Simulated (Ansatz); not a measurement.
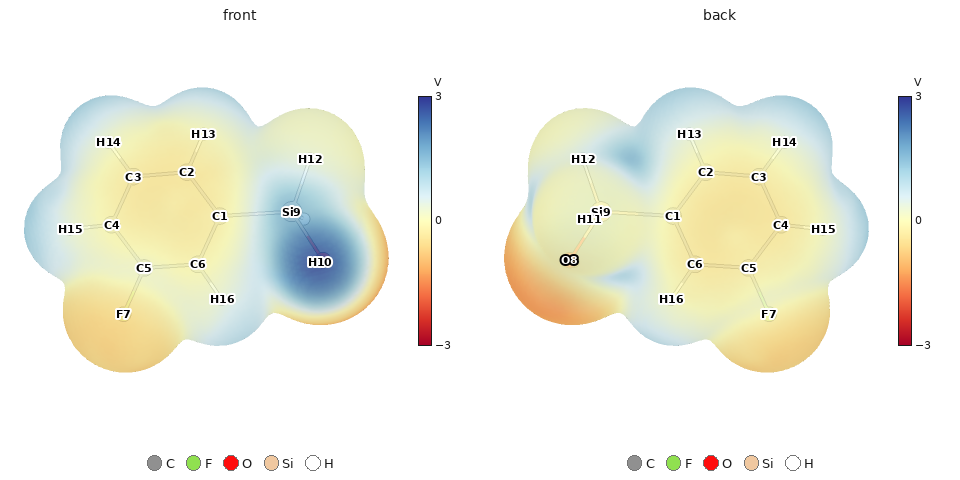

The picture shows: C6H7FOSi (SMILES O[SiH2]c1cccc(F)c1). The molecular electrostatic potential painted on the density surface at 0.002 e/bohr³, seen from the front and from behind; red is negative and blue positive.

Geometry: B3LYP-D3(BJ)/def2-SVP.

Level of theory: isolated molecule in a Gaussian basis; Kohn-Sham density functional theory, functional PBE0 in Ansatz 0.2.0.

Input

```
crystal:
  periodic: [false, false, false]
  atoms:
    - {symbol: C, position_ang: [-1.189041, -0.800811, 0.697267]}
    - {symbol: C, position_ang: [-0.304514, -0.249046, -0.246454]}
    - {symbol: C, position_ang: [0.069155, 1.095691, -0.174584]}
    - {symbol: C, position_ang: [-0.426201, 1.912706, 0.844988]}
    - {symbol: C, position_ang: [-1.296151, 1.358504, 1.781178]}
    - {symbol: C, position_ang: [-1.683717, 0.022760, 1.723248]}
    - {symbol: F, position_ang: [-1.770962, 2.135066, 2.766626]}
    - {symbol: O, position_ang: [-2.224825, -3.122656, 2.116550]}
    - {symbol: Si, position_ang: [-1.739305, -2.596683, 0.605370]}
    - {symbol: H, position_ang: [-1.566151, -3.085827, 2.820419]}
    - {symbol: H, position_ang: [-2.934013, -2.765728, -0.261847]}
    - {symbol: H, position_ang: [-0.607824, -3.398726, 0.048016]}
    - {symbol: H, position_ang: [0.104507, -0.875015, -1.044608]}
    - {symbol: H, position_ang: [0.756532, 1.514399, -0.913597]}
    - {symbol: H, position_ang: [-0.148601, 2.964975, 0.928823]}
    - {symbol: H, position_ang: [-2.367354, -0.364568, 2.482472]}
basis:
  gaussian:
    orbitals: def2-SVPD
hamiltonian:
  xc: pbe0
output: {forces: true, orbitals: {seedname: orbitals}}
```

Launched as:

```sh
ansatz run input.yaml --threads 4 --pin off --max-ram 7830MiB --events-out events.jsonl --progress --plain --runs-dir runs
```

### Where is the surface potential most negative and most positive?

The most negative region (about −1.3 V) lies over O8, the most positive (about +2.6 V) over H10. O8 is the likeliest acceptor of a hydrogen bond.

### What dipole moment does the calculation give?

Its dipole moment is 2.07 D.
